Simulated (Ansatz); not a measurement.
## Electronic structure of CH$_{7}$AlB$_{2}$O$_{2}$ in real space

Input file:

```
crystal:
  periodic: [false, false, false]
  atoms:
    - { symbol: O, position_ang: [-2.3398, -1.0615, 0.1657] }
    - { symbol: B, position_ang: [-1.1193, -0.4059, 0.5232] }
    - { symbol: C, position_ang: [-0.0842, -0.0303, -0.6122] }
    - { symbol: Al, position_ang: [1.6858, -1.0884, -0.3284] }
    - { symbol: B, position_ang: [0.2798, 1.5184, -0.5791] }
    - { symbol: O, position_ang: [0.85, 2.1584, 0.6331] }
    - { symbol: H, position_ang: [-2.1834, -1.9885, 0.1749] }
    - { symbol: H, position_ang: [-0.8362, -0.1819, 1.6571] }
    - { symbol: H, position_ang: [-0.4613, -0.2731, -1.5532] }
    - { symbol: H, position_ang: [1.548, -2.6618, -0.615] }
    - { symbol: H, position_ang: [2.5448, -0.6943, 0.9194] }
    - { symbol: H, position_ang: [0.1171, 2.1911, -1.5097] }
    - { symbol: H, position_ang: [-0.22444, 0.72677, 0.11944] }
basis:
  gaussian: { orbitals: def2-SVP }
hamiltonian:
  xc: pbe0
  dispersion: d4
relax:
  f_tol: 0.02
  max_steps: 50
output:
  orbitals: {}
```

Command:

```sh
ansatz run input.yaml --threads 2 --pin off --max-ram 3072MiB --backend cpu --events-out ev --progress --plain --runs-dir out
```

The fields are those of the run's last geometry, not of the input's.

Level of theory: RKS PBE0-D4/def2-SVP in Ansatz 0.2.0.

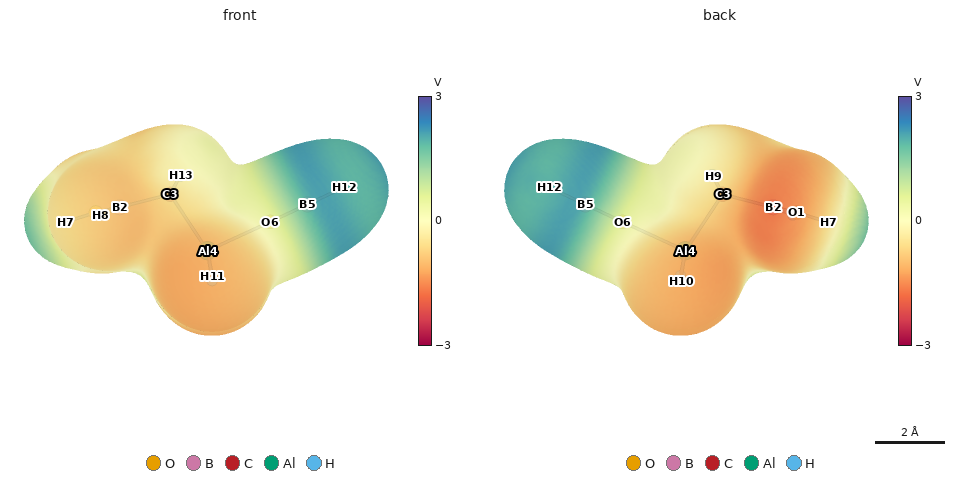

Figure 1. The molecular electrostatic potential painted on the density surface at 0.001 e/bohr³, seen from the front and from behind; red is negative and blue positive.

> Which sites attract a positive test charge, and which a negative one?

A positive charge is drawn to the negative regions and a negative charge to the positive ones. The most negative region (about −1.7 V, or −39 kcal/mol for a unit charge) lies over O1, the most positive (about +2.1 V, or +48 kcal/mol for a unit charge) over B5 and H12. O1 is the likeliest acceptor of a hydrogen bond.

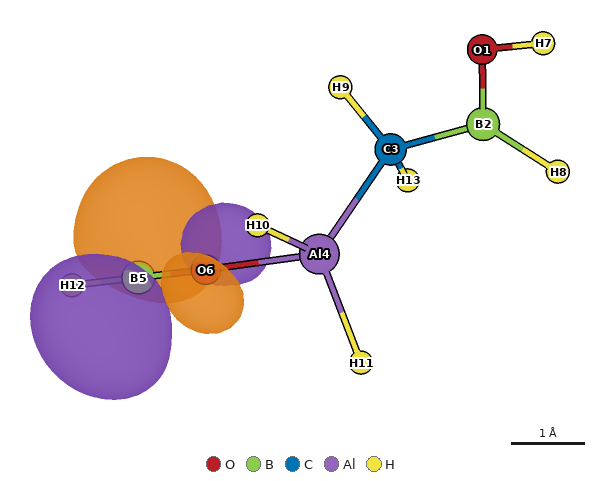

Figure 2. One frontier orbital at ±0.15 Å⁻³ᐟ² (orange and purple are the two phases), seen at an oblique angle.

> Which orbital is it: HOMO or LUMO?

The LUMO, at −1.37 eV. It lies mainly on B5 (about 65 %), O6 (about 20 %) and H12 (about 10 %).

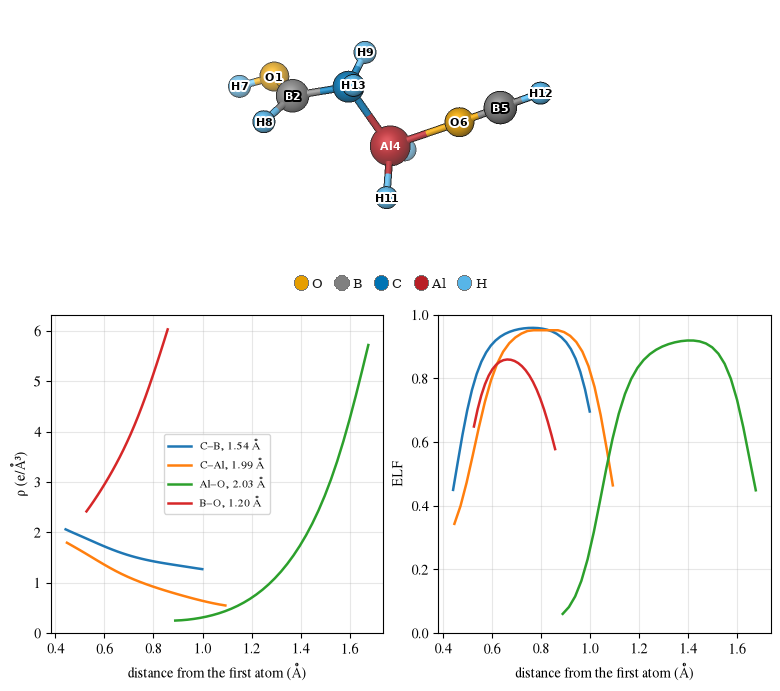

Figure 3. Electron density and electron localisation function along straight lines between neighbouring atoms. The curves leave out the atomic cores. The structure is drawn too.

> What can be read from the curves?

C–B (1.54 Å): the density is about 1.5 e/Å³ at the midpoint; the ELF peaks at about 0.95 between the atoms, as expected for a shared electron pair.
C–Al (1.99 Å): the density is about 0.65 e/Å³ at the midpoint; the ELF peaks at about 0.95 between the atoms: a shared but strongly polarised pair.
Al–O (2.03 Å): ρ at the midpoint is about 0.33 e/Å³; the ELF peaks at about 0.90 in the valence shell of O, 0.6 Å from its nucleus, and is about 0.30 at the midpoint.
B–O (1.20 Å): ρ is about 3 e/Å³ halfway; the ELF peaks at about 0.85 between the atoms, as expected for a short, strongly polar bond.
